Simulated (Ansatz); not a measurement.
**AlFGaH$_{5}$Si: density, localisation and related maps**

Input file:

```
crystal:
  periodic: [false, false, false]
  atoms:
    - {symbol: Al, position_ang: [-1.515318, 0.472103, -0.224574]}
    - {symbol: F, position_ang: [-0.473268, -0.769873, -1.062395]}
    - {symbol: Ga, position_ang: [-0.663818, 0.045712, -2.982539]}
    - {symbol: Si, position_ang: [-0.100194, 1.949727, 1.121449]}
    - {symbol: H, position_ang: [-2.878797, -0.207249, 0.227156]}
    - {symbol: H, position_ang: [-1.717919, 1.184948, -1.772254]}
    - {symbol: H, position_ang: [-0.842709, 3.168506, 1.579109]}
    - {symbol: H, position_ang: [0.448938, 1.287966, 2.348311]}
    - {symbol: H, position_ang: [1.080246, 2.438794, 0.334522]}
basis:
  gaussian: {orbitals: def2-TZVPD}
hamiltonian: {xc: {name: PBE0}}
output: {forces: true, orbitals: {seedname: orbitals}}
```

Launched as:

```sh
ansatz run input.yaml --threads 2 --pin off --max-ram 4350MiB --events-out events.jsonl --progress --plain --runs-dir runs
```

Geometry: PBE0-D3(BJ)/pcseg-1.

Computed with isolated molecule in a Gaussian basis; Kohn-Sham density functional theory, functional PBE0 (Ansatz).

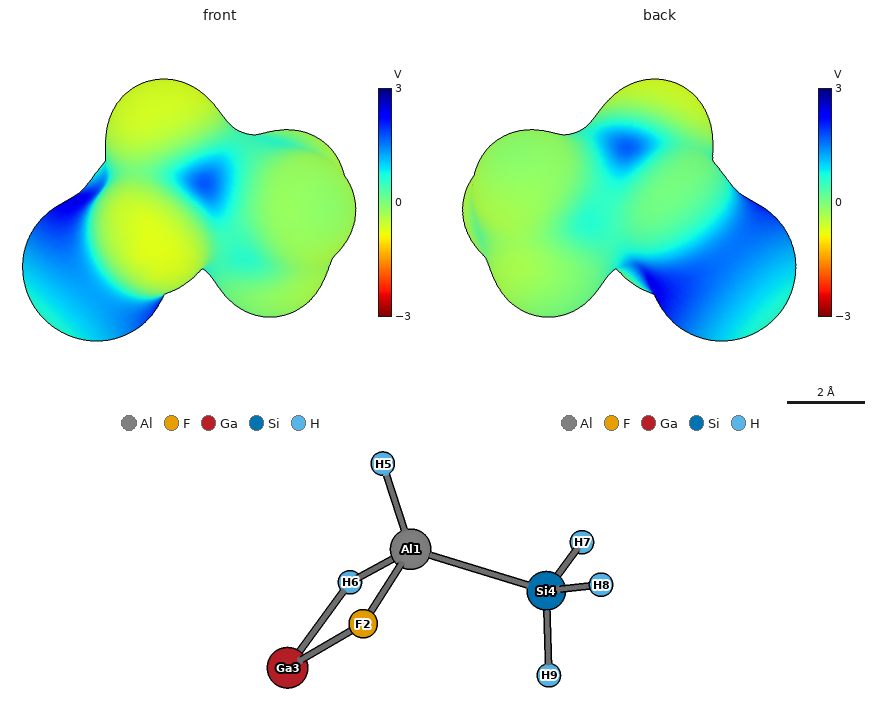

Figure 1. The electrostatic potential painted on the density surface at 0.002 e/bohr³, seen from the front and from behind; red is negative and blue positive. The bare structure is drawn below in the same view.

Which sites attract a positive test charge, and which a negative one?

Answer. A positive charge is drawn to the negative regions and a negative charge to the positive ones. The most negative region (about −0.7 V, or −16 kcal/mol for a unit charge) lies over F2, the most positive (about +2.3 V, or +53 kcal/mol for a unit charge) over Ga3.

How polar is the molecule by this calculation?

Answer. Its dipole moment is 3.16 D.

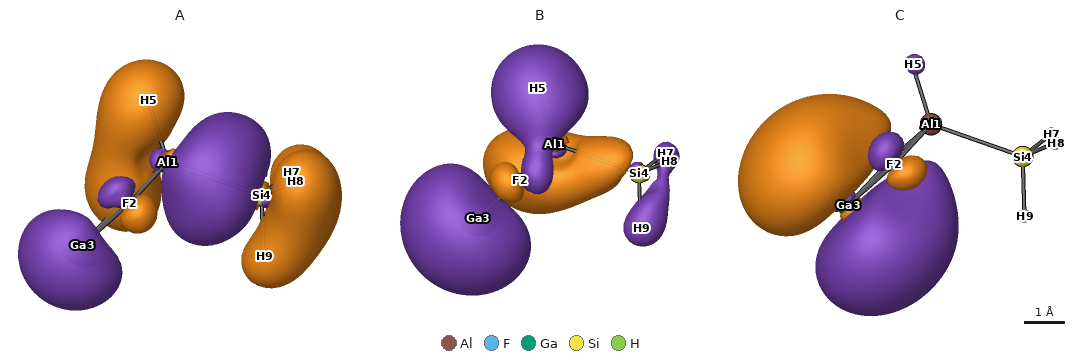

Figure 2. Three frontier orbitals at ±0.06 Å⁻³ᐟ² (orange and purple are the two phases), in no order.

Which picture is the HOMO−1, the HOMO and the LUMO?

Answer. B is the HOMO−1 (−7.75 eV). By Hirshfeld shares it lies mainly on Ga3 (about 45 %), Al1 (about 15 %), H6 (about 15 %) and H5 (about 15 %). A is the HOMO (−7.22 eV). Its weight (Hirshfeld) is mainly on Si4 (about 40 %), Al1 (about 25 %), Ga3 (about 10 %) and H5 (about 5 %). C is the LUMO (−2.19 eV). Its weight (Hirshfeld) is mainly on Ga3 (about 85 %).

What is the HOMO–LUMO gap?

Answer. 5.03 eV between the orbital energies.
